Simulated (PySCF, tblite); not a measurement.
# C₄H₉FSSi: geometry, infrared bands and NMR shifts

Wanted: the infrared bands and NMR shifts of C₄H₉FSSi (`C[C@@H]1[SiH2]SC[C@H]1F`), by calculation.

Programs: tblite 0.8.0 and PySCF 2.14.0, with density-fitted response routines of our own. Each step states its level of theory. These are calculated values for one molecule in the gas phase, unless marked as measured. Atoms are numbered from 0 throughout.

## 1. The starting structure

16 atoms, charge 0, multiplicity 1; geometry from: force field or distance geometry start.

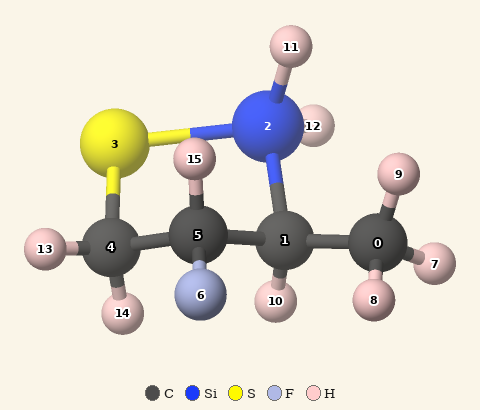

The starting geometry (carbon dark grey, silicon blue, sulfur yellow, fluorine light blue, hydrogen pink), atoms numbered.

## 2. Relaxing the molecule with GFN2-xTB

Job settings and geometry (Å):

```
{"job": {"kind": "relax", "xc": "GFN2-xTB", "basis": "xTB"}, "charge": 0, "multiplicity": 1}
C      1.895000     0.071200     0.325500
C      0.524800     0.054300    -0.311700
Si    -0.416000     1.646600    -0.017400
S     -2.353000     0.750500    -0.430300
C     -1.689300    -0.964500    -0.515500
C     -0.442800    -0.905000     0.343700
F      0.083100    -2.129800     0.627300
H      2.582800     0.619400    -0.364600
H      2.265400    -0.970100     0.385400
H      1.931000     0.589100     1.297200
H      0.553700    -0.165000    -1.400900
H     -0.316700     2.022000     1.385200
H     -0.090100     2.689100    -0.958200
H     -2.416700    -1.695500    -0.141900
H     -1.347500    -1.191800    -1.543800
H     -0.771300    -0.411500     1.308500
```

On the command line:

```sh
> OMP_NUM_THREADS=1 python probes_run.py task.json out
```

This one command runs all jobs of the session in turn.

Output:

```text
step      E/eV     max force
  0    -622.50430    1.373
  1    -622.59554    0.807
  2    -622.65120    0.754
  3    -622.69924    0.624
  4    -622.73106    0.411
  5    -622.74742    0.382
  6    -622.76664    0.361
  7    -622.78701    0.459
  8    -622.80883    0.504
  9    -622.82956    0.378
 10    -622.84812    0.326
 11    -622.86245    0.329
 12    -622.87294    0.255
 13    -622.87970    0.156
 14    -622.88522    0.180
 15    -622.89190    0.230
 16    -622.89886    0.231
 17    -622.90484    0.223
 18    -622.91004    0.162
 19    -622.91581    0.247
 20    -622.92333    0.257
 21    -622.93161    0.214
 22    -622.93793    0.190
 23    -622.94191    0.165
 24    -622.94532    0.144
 25    -622.94904    0.163
 26    -622.95225    0.139
 27    -622.95430    0.098
 28    -622.95566    0.094
 29    -622.95716    0.100
 30    -622.95916    0.120
 31    -622.96137    0.123
 32    -622.96322    0.099
 33    -622.96456    0.097
 34    -622.96565    0.088
 35    -622.96674    0.108
 36    -622.96786    0.113
 37    -622.96902    0.086
 38    -622.97020    0.100
 39    -622.97155    0.097
 40    -622.97311    0.109
 41    -622.97455    0.100
 42    -622.97562    0.062
 43    -622.97640    0.067
 44    -622.97713    0.074
 45    -622.97782    0.066
 46    -622.97839    0.055
 47    -622.97890    0.050
 48    -622.97943    0.062
 49    -622.97998    0.066
 50    -622.98052    0.052
 51    -622.98103    0.058
 52    -622.98149    0.045
 53    -622.98191    0.051
 54    -622.98225    0.045
 55    -622.98254    0.046
 56    -622.98281    0.040
 57    -622.98311    0.054
 58    -622.98340    0.052
 59    -622.98366    0.045
 60    -622.98394    0.052
 61    -622.98431    0.052
 62    -622.98469    0.063
 63    -622.98495    0.045
 64    -622.98510    0.022
 65    -622.98519    0.023
 66    -622.98527    0.027
 67    -622.98534    0.023
 68    -622.98539    0.014
 69    -622.98543    0.012
 70    -622.98545    0.013
 71    -622.98548    0.011
 72    -622.98549    0.009
```

Run time: 0.85 s. Hardware: 1 thread of Arm Neoverse N1, shared host.

Step by step: (not every step is listed)

| step | energy from step 0 (eV) | largest force (eV/Å) |
| --- | --- | --- |
| 0 | 0.0000 | 1.3731 |
| 1 | -0.0912 | 0.8071 |
| 2 | -0.1469 | 0.7536 |
| 3 | -0.1949 | 0.6240 |
| 4 | -0.2268 | 0.4108 |
| 5 | -0.2431 | 0.3816 |
| 6 | -0.2623 | 0.3607 |
| 7 | -0.2827 | 0.4594 |
| 8 | -0.3045 | 0.5039 |
| 13 | -0.3754 | 0.1555 |
| 18 | -0.4057 | 0.1620 |
| 23 | -0.4376 | 0.1652 |
| 28 | -0.4514 | 0.0942 |
| 33 | -0.4603 | 0.0971 |
| 38 | -0.4659 | 0.0999 |
| 43 | -0.4721 | 0.0671 |
| 48 | -0.4751 | 0.0621 |
| 53 | -0.4776 | 0.0511 |
| 58 | -0.4791 | 0.0521 |
| 63 | -0.4807 | 0.0452 |
| 67 | -0.4810 | 0.0229 |
| 68 | -0.4811 | 0.0145 |
| 69 | -0.4811 | 0.0124 |
| 70 | -0.4812 | 0.0132 |
| 71 | -0.4812 | 0.0108 |
| 72 | -0.4812 | 0.0094 |

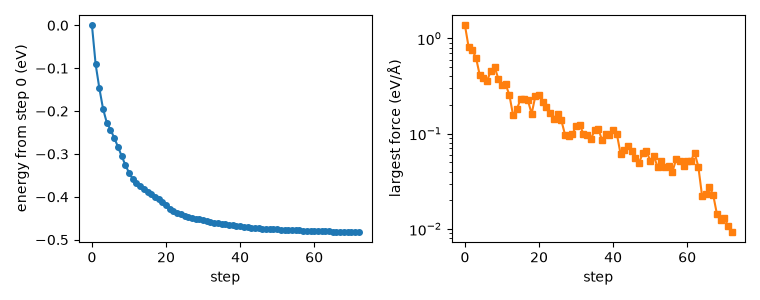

Energy and largest force along the relaxation.

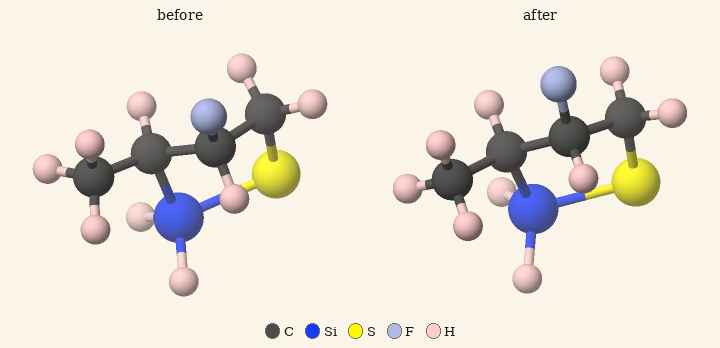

The geometry before (left) and after (right).

Distances of close pairs at the start and the end, largest changes first:

| bond | before (Å) | after (Å) | change (Å) |
| --- | --- | --- | --- |
| C5–H15 | 1.132 | 1.098 | -0.035 |
| C1–Si2 | 1.873 | 1.906 | +0.033 |
| C0–H7 | 1.118 | 1.087 | -0.031 |
| Si2–S3 | 2.174 | 2.145 | -0.028 |
| C5–F6 | 1.363 | 1.384 | +0.021 |
| C0–H8 | 1.107 | 1.089 | -0.018 |
| S3–C4 | 1.841 | 1.824 | -0.017 |
| C4–H14 | 1.107 | 1.091 | -0.017 |

The end geometry stands in the next job.

## 3. Infrared spectrum with GFN2-xTB

Job settings and geometry (Å):

```
{"job": {"kind": "ir", "xc": "GFN2-xTB", "basis": "xTB"}, "charge": 0, "multiplicity": 1}
C      1.883266     0.095385     0.483310
C      0.563226     0.073951    -0.278375
Si    -0.423701     1.702614    -0.200393
S     -2.377898     0.817515    -0.170833
C     -1.753160    -0.882342    -0.385180
C     -0.376962    -1.002778     0.251417
F      0.125092    -2.260838    -0.032529
H      2.547352     0.849179     0.067443
H      2.375857    -0.873261     0.416772
H      1.719161     0.324225     1.534389
H      0.774575    -0.176941    -1.323996
H     -0.216465     2.429073     1.045532
H     -0.229471     2.523120    -1.389276
H     -2.471054    -1.557708     0.076733
H     -1.693935    -1.101618    -1.451795
H     -0.453481    -0.950632     1.345370
```

Output:

```text
mode    cm-1     km/mol
  1      65.0      2.25
  2     136.4      9.58
  3     217.1      0.45
  4     230.1      0.68
  5     283.3      1.96
  6     308.6      4.13
  7     343.9      9.58
  8     419.1     15.88
  9     473.4      8.11
 10     502.2     60.00
 11     514.6     11.58
 12     530.4     36.15
 13     656.7    263.56
 14     739.2     83.06
 15     757.5    107.83
 16     774.2    126.98
 17     854.7      3.80
 18     930.4      9.70
 19    1004.7     63.21
 20    1013.9     48.23
 21    1045.9      6.27
 22    1080.5      1.64
 23    1126.3     12.73
 24    1165.4     13.69
 25    1210.3      1.46
 26    1220.3      0.97
 27    1276.0      4.06
 28    1297.0      7.86
 29    1330.7     11.00
 30    1418.8      1.98
 31    1457.1      3.04
 32    1499.7      2.24
 33    1505.8      7.01
 34    2310.3    336.31
 35    2323.2    124.12
 36    2910.9     24.76
 37    2927.9     38.51
 38    2984.0     12.81
 39    3015.4      3.90
 40    3023.2     26.61
 41    3028.9     29.68
 42    3039.4     22.15
```

It took 0.95 s on 1 thread of Arm Neoverse N1, shared host.

The strongest bands and the atoms that carry them (share of the mass-weighted mode):

| cm⁻¹ | km/mol | atoms |
| --- | --- | --- |
| 502 | 60.0 | H12 33 %, H11 21 %, Si2 19 % |
| 657 | 263.6 | H11 48 %, H12 35 % |
| 739 | 83.1 | C1 35 %, Si2 19 % |
| 758 | 107.8 | C4 32 %, H12 22 %, H11 20 %, S3 10 % |
| 774 | 127.0 | C4 30 %, H12 25 %, H11 24 % |
| 1005 | 63.2 | C5 37 %, F6 20 %, H10 15 % |
| 2310 | 336.3 | H12 66 %, H11 30 % |
| 2323 | 124.1 | H11 67 %, H12 31 % |

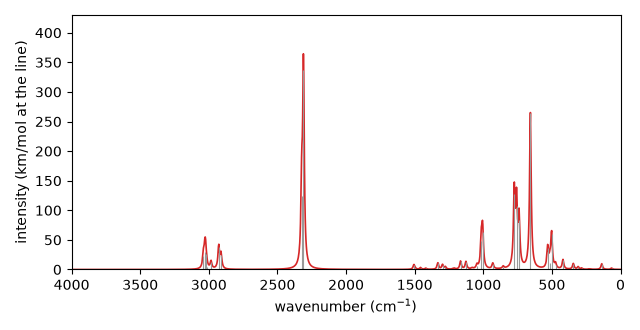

The infrared spectrum from these modes, unscaled. Lines are broadened to a width of 14 cm⁻¹ (Lorentzian).

## 4. Nuclear shieldings: PBE0/pcSseg-1

The job, as its differences from that of step 3:

```diff
@@ -1,2 +1,2 @@
-{"job": {"kind": "ir", "xc": "GFN2-xTB", "basis": "xTB"}, "charge": 0, "multiplicity": 1}
+{"job": {"kind": "nmr", "xc": "PBE0", "basis": "pcSseg-1"}, "charge": 0, "multiplicity": 1}
 C      1.883266     0.095385     0.483310
```

Level: GIAO PBE0/pcSseg-1 NMR shielding, non-relativistic, gas phase.

Output:

```text
coarse grid: 14264 points
cycle   1  E = -944.6880258486  dE =  7.331e-01  |g| = 5.286e-01  |ddm| = 3.588e+00
cycle   2  E = -944.6604708230  dE =  2.756e-02  |g| = 6.965e-01  |ddm| = 9.978e-01
cycle   3  E = -944.7438957242  dE = -8.342e-02  |g| = 6.694e-02  |ddm| = 5.563e-01
cycle   4  E = -944.7445736304  dE = -6.779e-04  |g| = 3.123e-02  |ddm| = 8.227e-02
cycle   5  E = -944.7447788055  dE = -2.052e-04  |g| = 5.426e-03  |ddm| = 3.178e-02
cycle   6  E = -944.7447855140  dE = -6.709e-06  |g| = 2.108e-03  |ddm| = 8.537e-03
final grid: 128456 points
cycle   7  E = -944.7954562647  dE = -3.179e-05  |g| = 1.127e-02  |ddm| = 3.020e-02
cycle   8  E = -944.7954267960  dE =  2.947e-05  |g| = 1.590e-02  |ddm| = 2.577e-02
cycle   9  E = -944.7954868341  dE = -6.004e-05  |g| = 1.070e-03  |ddm| = 1.558e-02
cycle  10  E = -944.7954870352  dE = -2.011e-07  |g| = 2.938e-04  |ddm| = 1.107e-03
cycle  11  E = -944.7954870511  dE = -1.595e-08  |g| = 6.499e-05  |ddm| = 3.232e-04
cycle  12  E = -944.7954870521  dE = -9.345e-10  |g| = 2.294e-05  |ddm| = 9.605e-05
converged SCF energy = -944.7954870521

GIAO shielding tensors (ppm)
atom      isotropic    diamagn.    paramagn.     s11        s22        s33       span
  0 C      172.014     244.835     -72.821    157.329    171.799    186.913     29.585
  1 C      156.782     253.740     -96.958    139.699    151.449    179.199     39.500
  2 Si     364.200     879.552    -515.352    331.251    347.416    413.934     82.684
  3 S      728.463    1057.059    -328.597    565.806    677.008    942.574    376.768
  4 C      147.052     250.850    -103.798    113.625    156.104    171.427     57.802
  5 C       85.301     243.831    -158.530     44.776     78.154    132.971     88.195
  6 F      377.734     473.934     -96.201    334.607    370.903    427.690     93.083
  7 H       30.421      28.737       1.684     25.281     28.010     37.973     12.692
  8 H       29.828      28.968       0.860     24.575     28.286     36.624     12.049
  9 H       30.805      29.751       1.053     26.426     28.793     37.195     10.769
 10 H       30.125      32.618      -2.493     26.596     29.421     34.357      7.761
 11 H       27.054      28.873      -1.819     23.652     24.715     32.795      9.143
 12 H       26.821      28.595      -1.774     23.071     24.381     33.013      9.942
 13 H       28.617      29.553      -0.936     22.723     27.067     36.061     13.338
 14 H       28.639      30.755      -2.115     23.726     27.246     34.946     11.220
 15 H       27.172      31.328      -4.156     24.569     27.940     29.006      4.437
```

Wall time 56 s (1 thread of Arm Neoverse N1, shared host); peak memory 0.82 GiB.

Shifts follow as δ = σ(reference) − σ, with reference shieldings (ppm) from runs at the same level and on the same kind of geometry: 1H TMS 31.72, 13C TMS 186.9, 29Si TMS 349.2, 19F CFCl3 170.9, 33S CS2 504. The references are single molecules in the gas phase, so shifts against H2O, NH3, PH3, H3PO4 or CFCl3 are not on the usual liquid scales and can be off by tens of ppm. Atoms listed in one row are averaged.

| atoms | environment | σ (ppm) | δ (ppm) | δ scaled to CDCl3 |
| --- | --- | --- | --- | --- |
| C5 | sp3 CH bonded to F | 85.3 | 101.6 | 97.3 |
| C4 | sp3 CH2 bonded to S | 147.1 | 39.9 | 32.6 |
| C1 | sp3 CH bonded to Si | 156.8 | 30.1 | 27.5 |
| C0 | methyl carbon | 172.0 | 14.9 | 12.6 |
| H12 | hydrogen on a silicon bonded to C, S, in a 5-membered ring | 26.82 | 4.90 | – |
| H11 | hydrogen on a silicon bonded to C, S, in a 5-membered ring | 27.05 | 4.66 | – |
| H15 | hydrogen on an sp3 CH bonded to F | 27.17 | 4.55 | 4.39 |
| H13 | hydrogen on an sp3 CH2 bonded to S | 28.62 | 3.10 | 3.03 |
| H14 | hydrogen on an sp3 CH2 bonded to S | 28.64 | 3.08 | 3.01 |
| H10 | hydrogen on an sp3 CH bonded to Si | 30.12 | 1.59 | 1.61 |
| H7, H8, H9 | hydrogen on a methyl carbon | 30.35 | 1.37 | 1.39 |
| Si2 | silicon bonded to C, S, 2 H, in a 5-membered ring | 364.2 | -15.0 | – |
| S3 | sulfur bonded to C, Si, in a 5-membered ring | 728 | -225 | – |
| F6 | fluorine on an sp3 carbon | 377.7 | -206.8 | – |

The scaled column applies a straight-line fit of computed shieldings to shifts measured in CDCl3, with any fitted terms for Cl, Br or S neighbours, and one for carbons that bear F (root-mean-square error 0.16 ppm for H, 1.9 ppm for C).

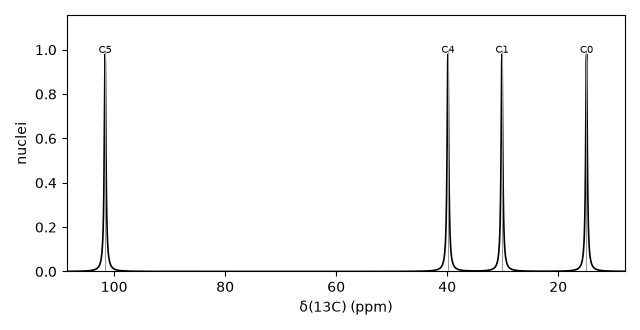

13C lines at the computed shifts, without couplings. Lines are broadened to a width of 0.35 ppm (Lorentzian).

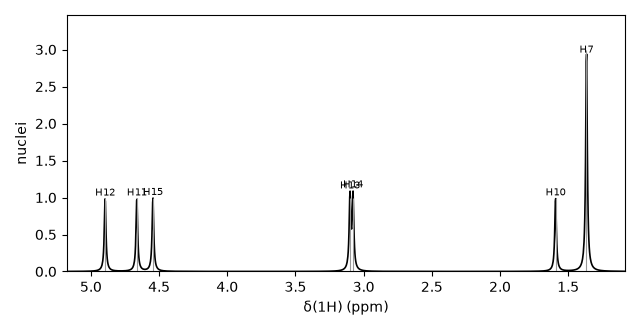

1H lines at the computed shifts, without couplings. Lines are broadened to a width of 0.01 ppm (Lorentzian).

The run also stored atomic charges by several schemes (e):

| atoms | Mulliken | IAO | Hirshfeld | ESP fit |
| --- | --- | --- | --- | --- |
| C0 | -0.21 | -0.41 | -0.12 | -0.51 |
| C1 | -0.60 | -0.39 | -0.12 | -0.14 |
| Si2 | 0.64 | 0.69 | 0.32 | 0.53 |
| S3 | -0.28 | -0.20 | -0.10 | -0.29 |
| C4 | -0.27 | -0.35 | -0.08 | -0.44 |
| C5 | 0.21 | 0.18 | 0.06 | -0.02 |
| F6 | -0.33 | -0.33 | -0.11 | -0.18 |

Hirshfeld charges:

C0 -0.12; C1 -0.12; Si2 0.32; S3 -0.10; C4 -0.08; C5 0.06; F6 -0.11; H7 0.04; H8 0.04; H9 0.04; H10 0.04; H11 -0.07; H12 -0.07; H13 0.05; H14 0.04; H15 0.04

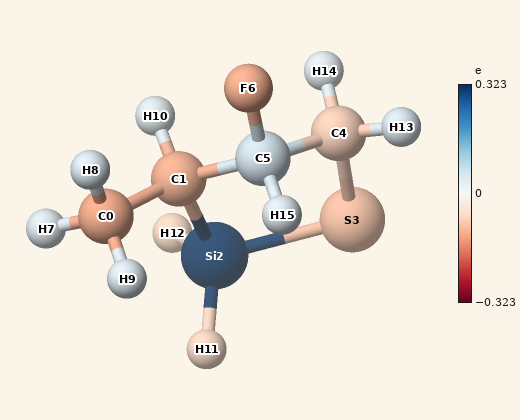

Hirshfeld charges, as colours on the atoms.

Mayer bond orders: C0–C1 1.04, C1–Si2 0.88, Si2–S3 0.97, S3–C4 1.00, C4–C5 1.00, C5–F6 0.87, C5–C1 0.97.

Ring of atoms C1, Si2, S3, C4, C5: NICS(0) -7.5, NICS(1) -4.4, NICS(1)zz -0.4 ppm (means of both faces; NICS(1) differs between them: -5.5 and -3.4).

The fields below are evaluated on a grid from the run's orbitals.

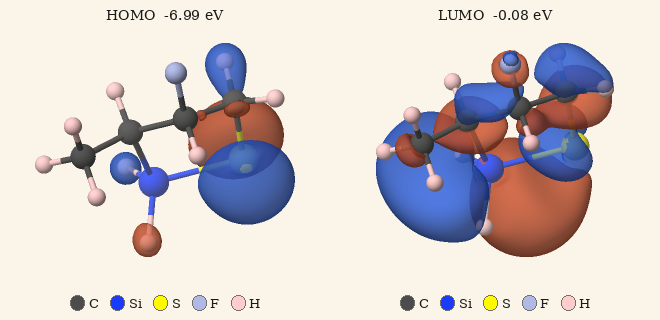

PBE0/pcSseg-1 orbitals near the gap, drawn at the value that encloses 70 % of each; the two colours are the two signs.

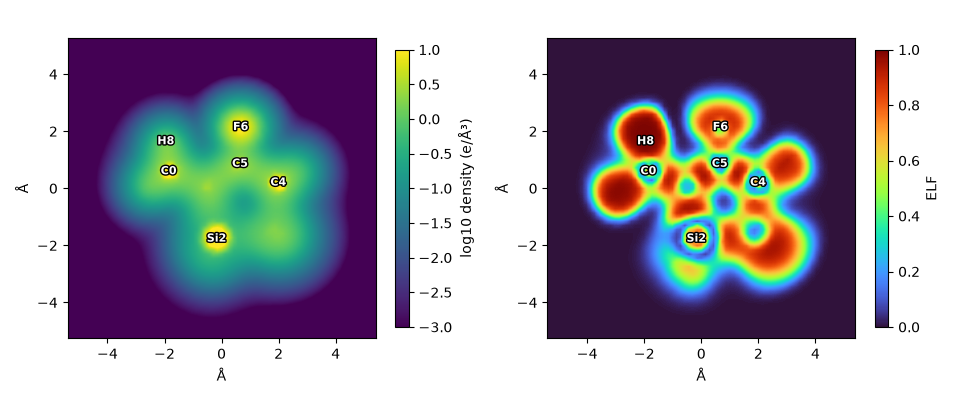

Density (left) and ELF (right) in a plane through or near 6 of the atoms.

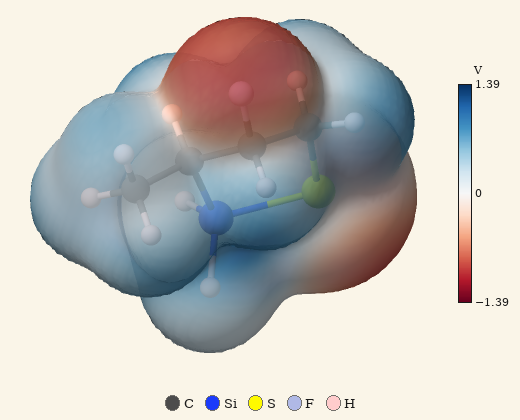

The potential that a unit positive charge feels on the 0.002 e/bohr³ surface, from -0.92 V near S3 to 1.39 V near H12.

## 5. Summary of results

```
                                                              quantity                                         value
                             strongest single infrared mode (GFN2-xTB)                         2310 cm⁻¹, 336 km/mol
                                          zero-point energy (GFN2-xTB)                                 75.7 kcal/mol
                                13C shifts against TMS (PBE0/pcSseg-1)                   101.6, 39.9, 30.1, 14.9 ppm
1H shifts against TMS (PBE0/pcSseg-1, means over atoms taken as alike)  4.90, 4.66, 4.55, 3.10, 3.08, 1.59, 1.37 ppm
                               29Si shifts against TMS (PBE0/pcSseg-1)                                     -15.0 ppm
                                33S shifts against CS2 (PBE0/pcSseg-1)                                      -225 ppm
                              19F shifts against CFCl3 (PBE0/pcSseg-1)                                    -206.8 ppm
                                 surface potential, least and greatest                            -0.92 V and 1.39 V
```

Over 72 steps the energy fell by 0.481 eV; of the close pairs, C5–H15 changed most, 1.132 to 1.098 Å. No mode is imaginary among the 42: a minimum at this level. The strongest single mode, at 2310 cm⁻¹, moves mainly H12. GFN2-xTB is a fitted tight-binding method: band positions and strengths are rough. Its intensities can rank the bands wrongly. At PBE0/pcSseg-1: The largest span, 377 ppm, is at S3, where the paramagnetic term is -329 ppm.
